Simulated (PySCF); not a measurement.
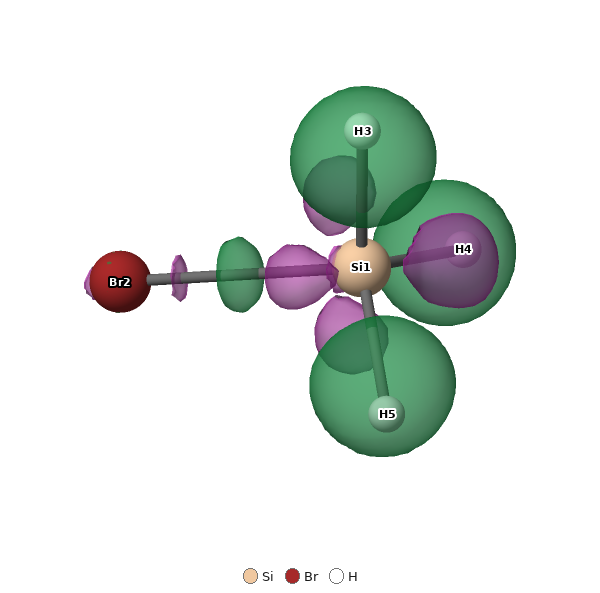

Figure 1: BrH3Si. Deformation density (molecule less spherical, spin-averaged free atoms at the same positions), surfaces at ±0.09 e/Å³; green: gain, purple: loss.

PySCF calculation, BP86/def2-SVP, gas phase; geometry: GFN2-xTB. No frequency check shows the geometry to be a minimum. GFN2-xTB bond lengths at metals and heavier atoms can be off by up to 0.1 Å and shapes distorted, which carries into these values.

The calculation's input:

```python
import numpy as np
from pyscf import gto, scf, dft
from pyscf.scf import atom_ks, atom_hf
from scipy.linalg import block_diag

def solve(mol, dm0=None, hcore=None):
    mf = (dft.UKS if mol.spin else dft.RKS)(mol, xc='bp86')
    mf.grids.level = 3
    mf = mf.density_fit(auxbasis='def2-universal-jkfit')
    mf.conv_tol, mf.max_cycle = 1e-8, 80
    if hcore is not None:
        mf.get_hcore = lambda *args: hcore
    mf.kernel(dm0)
    if not mf.converged:
        mf = mf.newton().run(mf.mo_coeff, mf.mo_occ, max_cycle=30)
    assert mf.converged, 'SCF not converged'
    return mf

mol = gto.M(atom='''
Si     1.46520    -0.00005    -0.00011
Br    -0.74519     0.00001    -0.00002
H      1.85583     1.01553     0.96447
H      1.85727     0.32809    -1.35953
H      1.85574    -1.34320     0.39710
''', basis='def2-svp', charge=0, spin=0, verbose=4)
mf = solve(mol)
mf.analyze()
# spherically averaged free atoms, for the promolecule
atm = atom_ks.get_atm_nrks(mol, xc='bp86')
pro = block_diag(*[(atm[a[0]][2] * atm[a[0]][3]) @ atm[a[0]][2].T for a in mol._atom])
np.savez('result.npz', e=mf.e_tot, c=mf.mo_coeff, occ=mf.mo_occ, eps=mf.mo_energy, pro=pro, dip=mf.dip_moment(verbose=0), s2=mf.spin_square()[0])
```

Run with:

```sh
OMP_NUM_THREADS=1 python input.py
```

The run took 15 s on 1 thread of Intel(R) Xeon(R) Processor @ 2.50GHz (Skylake/Cascade Lake) (shared host), peak memory 0.28 GiB.

Partitions, critical points and surface values were worked out afterwards from this run's density.

**How much density has each bond gained at its critical point, relative to the free atoms?**

Si1–H4, Si1–H5 and Si1–H3: +0.19 e/Å³ at the bond critical point (bond length 1.45 Å, Mayer order 0.9). Si1–Br2: +0.03 e/Å³ at the bond critical point (bond length 2.21 Å, Mayer order 1.1); up to 0.6 Å beside the axis the gain reaches +0.13 e/Å³. In all, 1.1 electrons gather in the regions of gain relative to the promolecule. A small or negative value marks a very polar bond, one between electron-rich atoms, whose free-atom densities already overlap strongly, a long bond to a heavier atom, or a closed-shell contact such as a hydrogen bond.

**Where do the Hirshfeld charges lie?**

The highest Hirshfeld charge is on Si1 (+0.31 e), the lowest on Br2 (−0.12 e).
